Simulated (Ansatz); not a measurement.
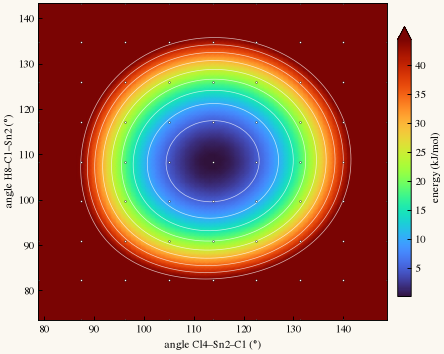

CH₃Cl₂FSn, SMILES [CH3][Sn]([F])([Cl])[Cl]. The first coordinate is: angle Cl4–Sn2–C1; the second: angle H8–C1–Sn2. Nothing is relaxed (all other coordinates rigid). The scan uses a 9 × 9 grid. Points are written as (first, second). Energies: kJ/mol, counted from the relaxed molecule at the same level. Theory: RKS B3LYP-D4/def2-SVP (Ansatz).

The picture shows a smooth colour map with a few white contour lines, dots at the grid points, one colour for all values above the top of the scale. Between grid points the surface is interpolated.

Estimate the position of the minimum and the force constants in these coordinates.

The interpolated minimum is at angle Cl4–Sn2–C1 ≈ 113.8°, angle H8–C1–Sn2 ≈ 108.4°. The curvatures there are about 3.9 eV/rad² and 4.2 eV/rad², with a cross term of about −0.1 eV/rad². Round the minimum the two coordinates are nearly uncoupled. (1 eV is 96.5 kJ/mol.)
